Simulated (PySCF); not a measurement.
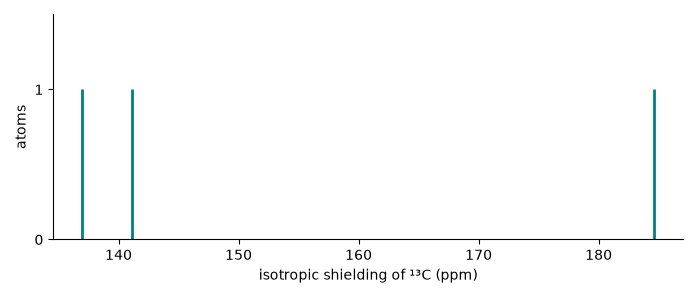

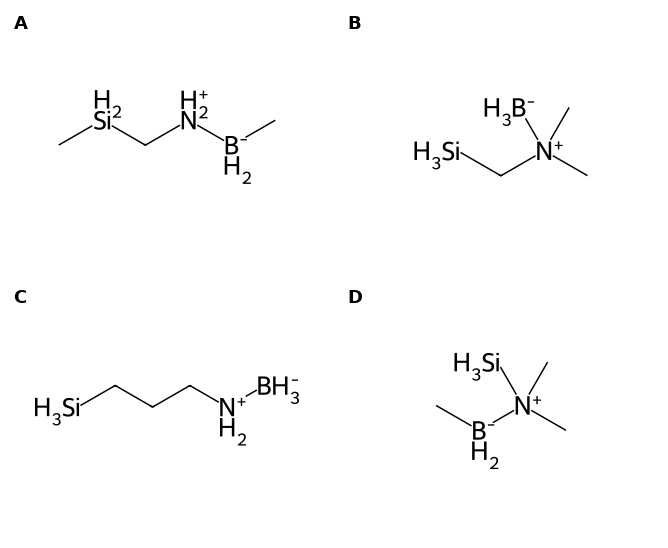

The sticks are computed shieldings of one of the molecules, for one fixed geometry (GFN2-xTB) without averaging over rotations. Low shielding means a high chemical shift. Method: GIAO PBE0/pcSseg-1 NMR shielding, non-relativistic, gas phase (PySCF 2.14.0).

### Match the spectrum to a structure.

D, `C[BH2-][N+](C)(C)[SiH3]`. Its 3 C atoms give lines at 136.9, 141.1, 184.6 ppm.

The geometry is semi-empirical. Around B, Si such bond lengths and angles can be off by a tenth of an ångström or more and by several degrees, and values that hang on the shape move with them.
